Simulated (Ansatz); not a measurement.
Electronic density of states of amorphous In9Ga9Zn9O39Sc2, density 5.73 g/cm³, on a 2×2×2 Γ-centred mesh with a Gaussian width of 0.1 eV; energies count from the Fermi level, whose place inside the gap is arbitrary. Cell and mesh are small, so fine structure isn't converged. Computed with PBE, scalar-relativistic without spin-orbit coupling (plane waves to 420 eV, PAW; Ansatz, an electronic-structure program). Sampling: a 2×2×2 Γ-centred mesh; Fermi-Dirac width 0.02 eV; no spin polarisation. At PBE the levels at the filled edge of the gap are localised (band-tail or defect states).

It comes from a melt-quench run on a machine-learned potential (CHGNet), relaxed afterwards by DFT. O atoms were pushed apart under 1.9 Å during the dynamics, to hinder bonds among them. The hot cell started wider than the set density and was brought back towards it in steps. It is the lowest in DFT energy of 2 quenches. It is a model cell: composition and starting density were chosen by hand, and all elements were melted together. No dispersion term was used. Its density started from a set value of 5.73 and ended at 5.73 g/cm³. Cooling (nominally 320 K/ps over its main leg) ran many orders faster than in experiment, which tends to leave more defects and strain. One small periodic cell is one sample of the glass; other quenches scatter about these values. The volume was held where the preparation left it and the shape relaxed, at a PBE pressure of 3.2 GPa. Stress components on the final sampling reach 3.3 GPa.

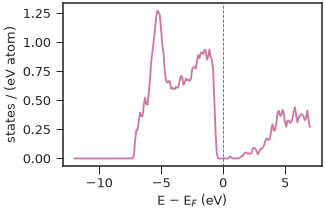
Fig. 1. Density of states per atom

The level gap on this mesh is 1.20 eV; the broadening fills part of it in the curve.
